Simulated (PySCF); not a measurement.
# H3OPSi (SMILES [O-][SiH2][PH]) (charge −1, doublet): what the fields show

```
atom    x (Å)    y (Å)    z (Å)
   O   1.8923  -1.3628   0.2247
   P   2.5457   1.8239   0.6691
  Si   1.3242   0.0563  -0.2209
   H  -0.1142   0.3933   0.1584
   H   1.3627   0.3831  -1.7088
   H   2.1857   1.4972   2.0214
```

Geometry: B3LYP-D3(BJ)/def2-SVPD.

Level of theory: Gaussian-basis quantum chemistry of an isolated molecule with PySCF, energy and nuclear gradient, functional PBE0 in PySCF.

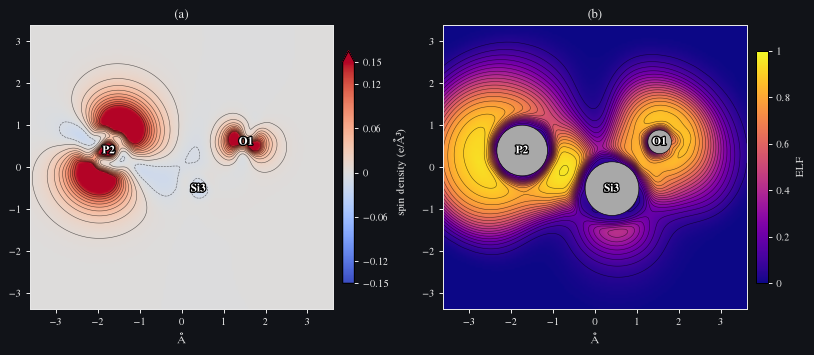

Figure 1. (a) spin density (α minus β); (b) ELF on the plane of atoms O1, Si3 and P2. Grey discs cover the atomic cores in the ELF map.

Read the bonding off the picture.

The plane passes through O, P and Si nuclei. Si–O (1.59 Å): the ELF peaks at about 0.85 between the atoms, as expected for a short, strongly polar bond. Si–P (2.33 Å): the ELF peaks at about 0.95 between the atoms (a shared electron pair). The ELF also peaks beside P2 and O1, away from the bonds: non-bonding electrons, paired or unpaired. The unpaired spin (1 electron) lies mostly on P2 (about 0.9), in electrons by Hirshfeld's partition.

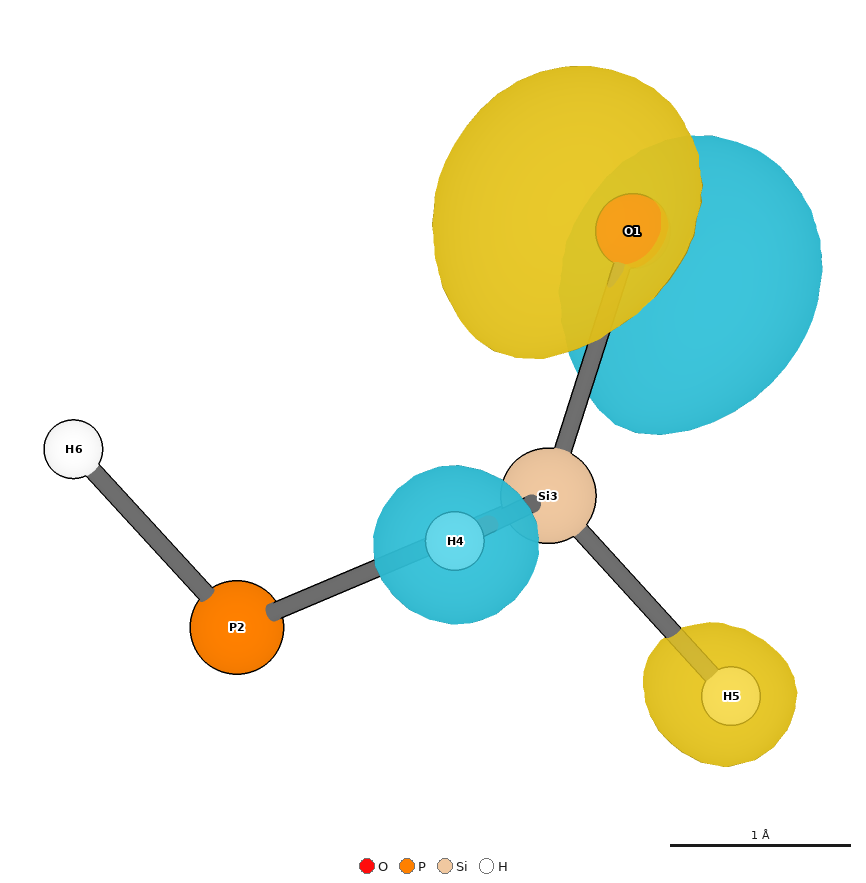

Figure 2. The HOMO−1 (α) at ±0.2 Å⁻³ᐟ² (yellow and cyan are the two phases), seen at a tilt.

Where does this orbital lie, and at what energy?

Its weight (Hirshfeld) is mainly on O1 (about 70 %) and H4 (about 5 %); largely a lone pair of O1. Its energy is −1.89 eV.

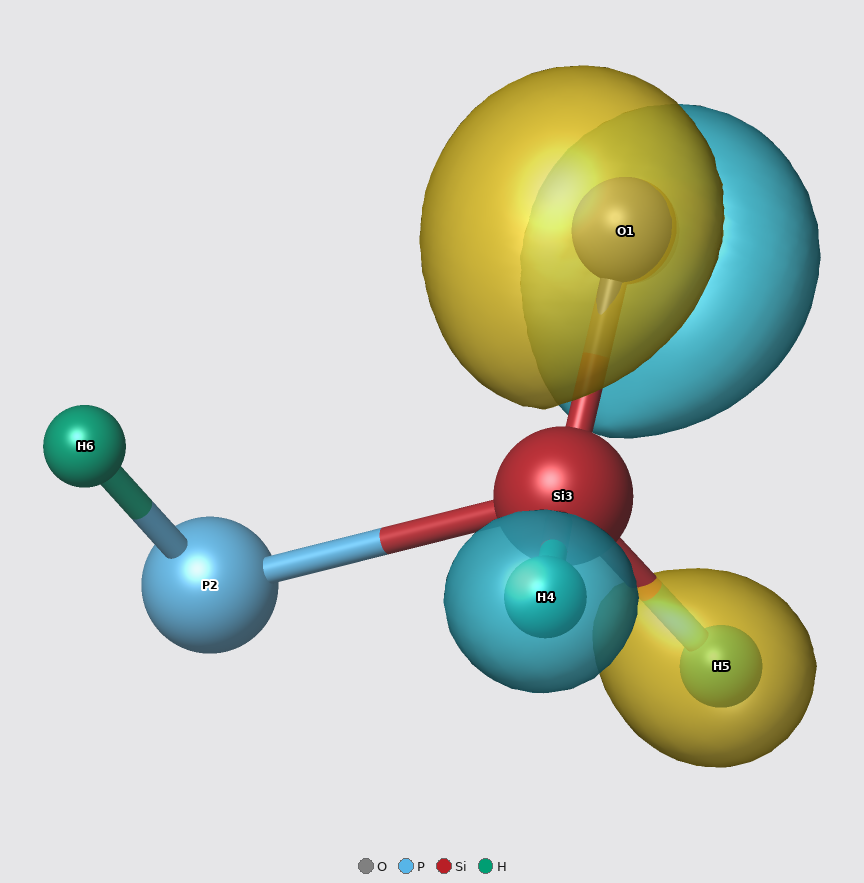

Figure 3. The HOMO−1 (β) at ±0.15 Å⁻³ᐟ² (yellow and cyan are the two phases), seen at an oblique angle.

What is the character of this orbital?

By Hirshfeld shares it lies mainly on O1 (about 70 %) and H5 (about 5 %); largely a lone pair of O1. Its energy is −1.86 eV.
